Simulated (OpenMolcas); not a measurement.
## Run report: AlCl, single-point calculation

AlCl (aluminium monochloride), SMILES [Al][Cl], computed with B3LYP/STO-3G, RKS (OpenMolcas 26.06).

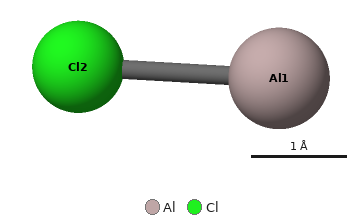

*The structure as given in the input (ball-and-stick view, seen at a tilt; atoms are numbered from 1 in the order of the input). Sticks mark near contacts.*

Bond lengths as drawn: Al–Cl 2.13 Å.

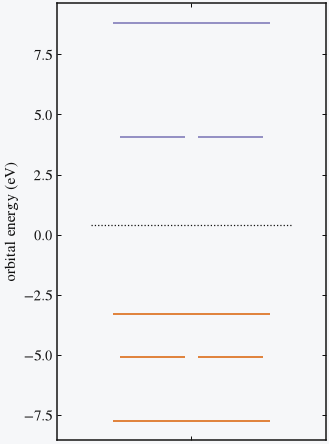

*Orbital energies near the frontier; the dotted line parts filled from empty levels, and levels within 0.02 eV of each other stand side by side.*

Highest filled −3.29 eV, lowest empty 4.06 eV, 7.35 eV apart.

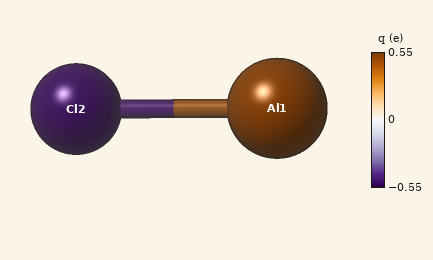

*Mulliken charges, as the colour of each atom (ball-and-stick view, seen on its broad side; atoms are numbered from 1 in the order of the input).*

By element: Al +0.52 and Cl −0.52 e.

The input that produced these results follows, with the program's output.

**The input**
```
&gateway
baslib = $CurrDir
coord = mol.xyz
basis = STO-3G
group = NoSym
&seward
gridinput
Grid=UltraFine
End of Grid
&scf
ksdft = B3LYP
thresholds = 1e-10 1e-07 1e-07 1e-05
prorbitals = 1 1
```

**File mol.xyz**
```
2

Al     0.000000     0.000000     0.000000
Cl     0.000000     0.000000     2.130113
```

Launched with:
```bash
export MOLCAS_MEM=1860
pymolcas test.inp > test.log
```

**What the program printed**
```
--- Start Module: gateway ---

                                              &GATEWAY

                       available to each process: 1.9 GB of memory, 1 thread

 Basis Set     1 Label: AL.STO-3G
 Basis set is read from library:.
 basistype.tbl is not found

 Basis Set     2 Label: CL.STO-3G
 Basis set is read from library:.
 basistype.tbl is not found

++    Symmetry information:
      ---------------------

                    Character Table for C1

                             E
                    a        1  x, y, xy, Rz, z, xz, Ry, yz, Rx, I
--

++    Basis set information:
      ----------------------

      Basis set label: AL.STO-3G.........

      Electronic valence basis set:
      ------------------
      Associated Effective Charge  13.000000 au
      Associated Actual Charge     13.000000 au
      Nuclear Model: Point charge

      Shell  nPrim  nBasis  Cartesian Spherical Contaminant
         s       9       3        X
         p       6       2        X

      Basis set label: CL.STO-3G.........

      Electronic valence basis set:
      ------------------
      Associated Effective Charge  17.000000 au
      Associated Actual Charge     17.000000 au
      Nuclear Model: Point charge

      Shell  nPrim  nBasis  Cartesian Spherical Contaminant
         s       9       3        X
         p       6       2        X
--

++    Molecular structure info:
      -------------------------

                    ************************************************
                    **** Cartesian Coordinates / bohr, angstrom ****
                    ************************************************

     Center  Label                x              y              z                     x              y              z
        1      AL1              0.000000       0.000000       0.000000              0.000000       0.000000       0.000000
        2      CL2              0.000000       0.000000       4.025330              0.000000       0.000000       2.130113
--

            Nuclear Potential Energy             54.90232844 au

--- Stop Module: gateway /rc=_RC_ALL_IS_WELL_ ---

--- Start Module: seward ---

                                              &SEWARD

                       available to each process: 1.9 GB of memory, 1 thread

               SEWARD will generate:
                  Multipole Moment integrals up to order  2
                  Kinetic Energy integrals
                  Nuclear Attraction integrals (point charge)
                  One-Electron Hamiltonian integrals
                  Velocity integrals
                  Orbital angular momentum around (  0.0000   0.0000   2.2722 )
                  Velocity quadrupole around (  0.0000   0.0000   2.2722 )
                  Two-Electron Repulsion integrals

                   Integrals are discarded if absolute value <: 1.00E-14
                   Integral cutoff threshold is set to       <: 1.00E-16

            Nuclear Potential Energy             54.90232844 au

      Basis set specifications :
      Symmetry species         a
      Basis functions           18

--- Stop Module: seward /rc=_RC_ALL_IS_WELL_ ---

--- Start Module: scf ---

                                                &SCF

                       available to each process: 1.9 GB of memory, 1 thread

 ###############################################################################
 ###     Minimized-density-differences option turned off!                    ###
 ###############################################################################
++    Input section:
      --------------

      Header of the integral files:

      Cartesian coordinates in angstrom:
      -----------------------------------------------------
      No.  Label        X            Y            Z
      -----------------------------------------------------
       1   AL1        0.00000000   0.00000000   0.00000000
       2   CL2        0.00000000   0.00000000   2.13011300
      -----------------------------------------------------
      Nuclear repulsion energy =   54.90232844
--

++    Orbital specifications:
      -----------------------

      Symmetry species               1
                                     a
      Frozen orbitals                0
      Occupied orbitals             15
      Secondary orbitals             3
      Deleted orbitals               0
      Total number of orbitals      18
      Number of basis functions     18
--

      Molecular charge                           0.000

      Numerical integration parameters
      --------------------------------
      Radial quadrature type:                         MHL
      Size of radial grid:                            99
      Lebedev angular grid:                           41
      Angular grid pruned with the crowding factor:  1.00E+10
                                 and fading factor:  1.00E+01
      Screening threshold for integral computation:   1.00E-11
      Radial quadrature accuracy:                     1.00E-25
      Maximum batch size:                             128
      AO values are stored on disk
      The same grid will be used for all iterations.

      DFT functional specifications
      -----------------------------
      Using Libxc version: 6.2.2
      Please cite the following reference:
      S. Lehtola, C. Steigemann, M. J.T. Oliveira, and M. A.L. Marques.,  SoftwareX 7, 1–5 (2018) doi:10.1016/j.softx.2017.11.002

      * B3LYP

++    Optimization specifications:
      ----------------------------

      SCF Algorithm: Conventional
      D(i)-D(i-1) density differences are used
      Number of density matrices in core                 5
      Maximum number of NDDO SCF iterations            400
      Maximum number of HF SCF iterations              400
      Threshold for SCF energy change             1.00E-10
      Threshold for density matrix                1.00E-07
      Threshold for Fock matrix                   1.00E-07
      Threshold for linear dependence             1.00E-09
      Threshold at which DIIS is turned on        1.50E-01
      Maximum depth in the DIIS procedure                5
      Maximum depth in the BFGS Hessian update          30
      Threshold at which QNR/C2DIIS is turned on  7.50E-02
      Threshold for Norm(delta) (QNR/C2DIIS)      1.00E-05
      All orbitals punched on: SCFORB
--

      Input vectors read from INPORB
      Orbital file label: *Guess orbitals

++ Convergence information
                                   B3LYP      iterations: Energy and convergence statistics

Iter     Tot. B3LYP      One-elec.       Two-elec.     Energy      Max Dij or  Max Fij      DNorm      TNorm      AccCon     Time
         Energy          Energy          Energy        Change      Delta Norm                                                in Sec.
   1  -694.664402583 -1116.293590002   366.726858983   0.00E+00    3.41E-01*   1.22E-01*    9.03E+00   1.09E+02   None         0.
   2  -694.715914157 -1113.373759006   363.755516414  -5.15E-02*   1.97E-01*   5.90E-02*    1.59E+00   1.08E+02   EDIIS        0.
   3  -694.726604382 -1114.669155896   365.040223080  -1.07E-02*   6.83E-02*   2.44E-02*    9.93E-01   1.08E+02   EDIIS        0.
   4  -694.734394182 -1114.154503529   364.517780911  -7.79E-03*   4.62E-03*   4.70E-03*    2.68E-01   1.08E+02   c2DIIS       0.
   5  -694.734841892 -1114.235597818   364.598427491  -4.48E-04*   7.93E-04*   2.03E-04*    1.83E-02   1.08E+02   QNRc2DIIS    0.
   6  -694.734842106 -1114.242137983   364.604967442  -2.13E-07*   2.96E-04*   1.52E-04*    4.27E-03   1.08E+02   QNRc2DIIS    0.
   7  -694.734842226 -1114.240304728   364.603134067  -1.20E-07*   1.97E-05*   1.84E-05*    1.64E-03   1.08E+02   QNRc2DIIS    0.
   8  -694.734842227 -1114.240082987   364.602912324  -8.72E-10*   3.65E-06    3.51E-06*    1.09E-04   1.08E+02   QNRc2DIIS    0.
   9  -694.734842227 -1114.240127007   364.602956345  -3.52E-11    6.16E-08    2.74E-08     2.11E-05   1.08E+02   QNRc2DIIS    0.

       Convergence after   9 Iterations
--

 *****************************************************************************************************************************
 *                                             SCF/KS-DFT Program, Final results                                             *
 *                                                       Final Results                                                       *
 *****************************************************************************************************************************

::    Total KS-DFT energy                            -694.7348422272
      One-electron energy                           -1114.2401270073
      Two-electron energy                             364.6029563448
      Nuclear repulsion energy                         54.9023284353
      Kinetic energy (interpolated)                   682.6637297747
      Virial theorem                                    1.0176823697
      Total spin, S(S+1)                                0.0000000000
      Total spin, S                                     0.0000000000
      Max non-diagonal density matrix element           0.0000000758
      Max non-diagonal Fock matrix element              0.0000000043

      All orbitals with orbital energies smaller than  E(LUMO)+0.5 are printed

++    Molecular orbitals:
      -------------------

      Title: RKS-DFT orbitals

      Molecular orbitals for symmetry species 1: a

          Orbital            1         2         3         4         5         6         7         8         9        10
          Energy         -100.2828  -55.3709   -9.1010   -6.8742   -6.8675   -6.8675   -3.9289   -2.4138   -2.4138   -2.4094
          Occ. No.          2.0000    2.0000    2.0000    2.0000    2.0000    2.0000    2.0000    2.0000    2.0000    2.0000

          Orbital           11        12        13        14        15        16        17        18
          Energy           -0.6657   -0.2849   -0.1872   -0.1872   -0.1210    0.1492    0.1492    0.3241
          Occ. No.          2.0000    2.0000    2.0000    2.0000    2.0000    0.0000    0.0000    0.0000

--

++    Molecular charges:
      ------------------

      Mulliken charges per centre and basis function type
      ---------------------------------------------------

                AL1     CL2
      1s       5.9212  5.9905
      2px      2.0795  3.9205
      2pz      2.3988  3.6895
      2py      2.0795  3.9205
      Total   12.4790 17.5210

      N-E      0.5210 -0.5210

      Total electronic charge=   30.000000

      Total            charge=   -0.000000
--

++    Molecular properties:
      ---------------------

      Charge (e):
                      =   -0.0000
      Dipole Moment (debye):
      Origin of the operator (angstrom)=    0.0000    0.0000    1.2024
                   X= -3.3565E-16               Y= -2.5443E-16               Z= -3.8093E+00           Total=  3.8093E+00
      Quadrupole Moment (debye*angstrom):
      Origin of the operator (angstrom)=    0.0000    0.0000    1.2024
                  XX= -1.9238E+01              XY= -1.9105E-15              XZ=  6.8986E-16              YY= -1.9238E+01
                  YZ=  5.0083E-16              ZZ= -2.2666E+01
      In traceless form (debye*angstrom)
                  XX=  1.7137E+00              XY= -2.8657E-15              XZ=  1.0348E-15              YY=  1.7137E+00
                  YZ=  7.5125E-16              ZZ= -3.4274E+00
--

--- Stop Module: scf /rc=_RC_ALL_IS_WELL_ ---
--- Module scf spent 1 second ---

.##################.
.# Happy landing! #.
.##################.

    Timing: Wall=2.23 User=1.75 System=0.44
```

**Results in brief**

```json
{"quantity": "outcome", "value": "converged"}
{"quantity": "total energy", "value": "−694.734842 hartree"}
{"quantity": "basis functions", "value": "18"}
{"quantity": "HOMO", "value": "−3.29 eV"}
{"quantity": "LUMO", "value": "4.06 eV"}
{"quantity": "dipole moment", "value": "3.81 debye"}
{"quantity": "hardware", "value": "1 thread of Intel Xeon (Sapphire Rapids), 64 GiB of memory available, shared host"}
{"quantity": "wall time", "value": "2.4 s"}
{"quantity": "peak memory", "value": "0.37 GiB"}
```
